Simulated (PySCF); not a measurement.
## Electronic structure of C$_{3}$H$_{7}$ClO$_{3}$Si in real space

| atom | x (Å) | y (Å) | z (Å) |
| --- | --- | --- | --- |
| C | 1.6880 | 0.2409 | 1.5705 |
| O | 1.3055 | -0.1325 | 0.2604 |
| C | 0.0089 | -0.6063 | 0.1626 |
| C | -0.2366 | -1.0073 | -1.3088 |
| O | -0.9996 | -0.0057 | -1.9145 |
| Si | -1.6816 | 0.9926 | -0.8170 |
| Cl | -1.2548 | 2.8925 | -1.1797 |
| O | -0.9282 | 0.3719 | 0.5000 |
| H | 2.7169 | 0.5832 | 1.4952 |
| H | 1.0518 | 1.0445 | 1.9503 |
| H | 1.6270 | -0.6187 | 2.2474 |
| H | -0.1472 | -1.4534 | 0.8534 |
| H | 0.7220 | -1.0877 | -1.8236 |
| H | -0.7771 | -1.9554 | -1.3657 |
| H | -3.0997 | 0.7493 | -0.6524 |

Geometry: GFN2-xTB.

Computed with B3LYP/def2-SVPD, SCF density, gas phase in PySCF.

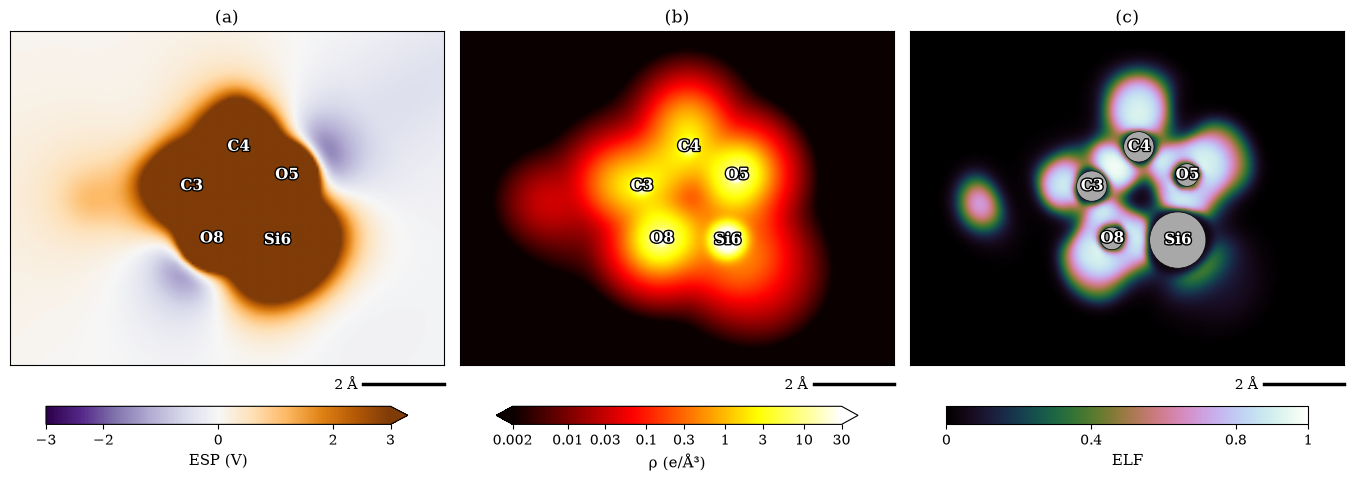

Figure 1. (a) electrostatic potential; (b) total electron density; (c) ELF on the plane of atoms O5, Si6 and O8. Grey discs cover the atomic cores in the ELF map.

**Read the bonding off the picture.**

The section cuts through C, O and Si sites.
C–O (1.40 Å): ρ at the midpoint is about 2.1 e/Å³, with its minimum of 1.8 e/Å³ about 0.5 Å from C; the ELF peaks at about 0.90 between the atoms, as expected for a polar covalent bond.
C–C (1.54 Å): ρ at the midpoint is about 1.7 e/Å³; the ELF peaks at about 1 between the atoms: a shared electron pair.
Si–O (1.63 Å): ρ is about 1.2 e/Å³ halfway; the ELF peaks at about 0.90 between the atoms (a shared but strongly polarised pair).
The ELF also peaks beside O8 and O5, away from the bonds: lone-pair regions.
Outside the dense part of the molecule the potential is most negative (−1.6 V) near O5.

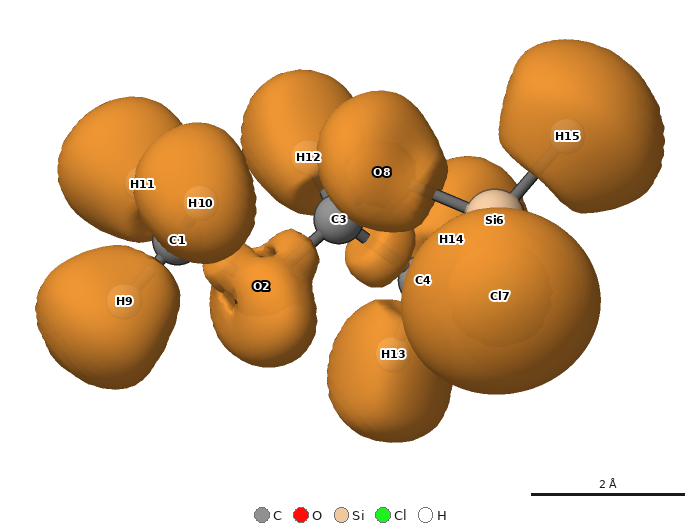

Figure 2. Isosurface of the electron localisation function at 0.75 (orange), seen from one side. Core shells and regions of very low density are left out.

**Where are the electrons localised?**

The ELF exceeds this value in one region between bonded C–C atoms (shared pairs), seven regions around hydrogen nuclei, one region on Cl in which the atom's valence shell and bonds are merged and three regions on O in which the atom's valence shell and bonds are merged. Along the contacts the grid gives the following. C–O (1.38 Å): the ELF peaks at about 0.90 between the atoms (a polar covalent bond).

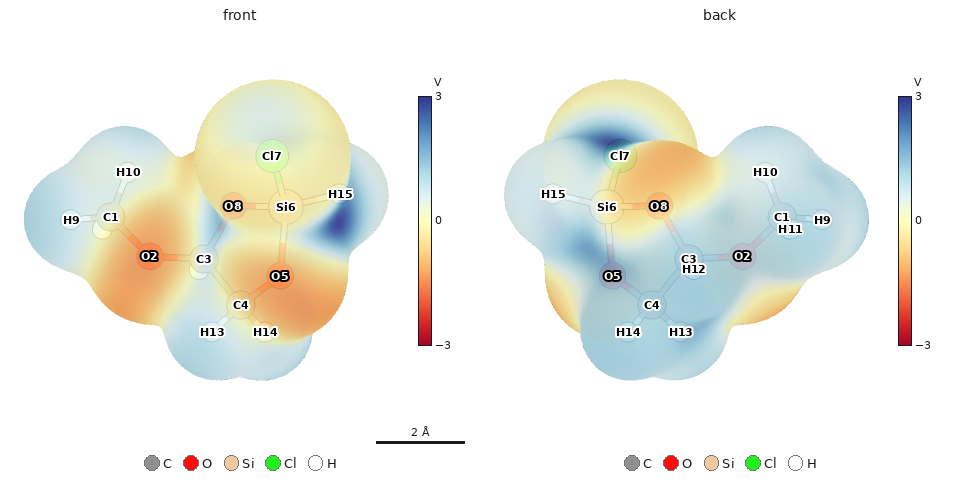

Figure 3. The molecular electrostatic potential painted on the density surface at 0.004 e/bohr³, seen from the front and from behind; the colour scale runs from red (negative) to blue (positive).

**Which sites attract a positive test charge, and which a negative one?**

A positive charge is drawn to the negative regions and a negative charge to the positive ones. The most negative region (about −1.4 V, or −32 kcal/mol for a unit charge) lies over O2 and O5, the most positive (about +2.7 V, or +62 kcal/mol for a unit charge) over Si6. Cl7 shows a σ-hole: about +0.5 V, or +12 kcal/mol for a unit charge at the tip opposite its bond, against about −0.2 V on its flanks.

**How polar is the molecule by this calculation?**

Its dipole moment is 1.96 D.
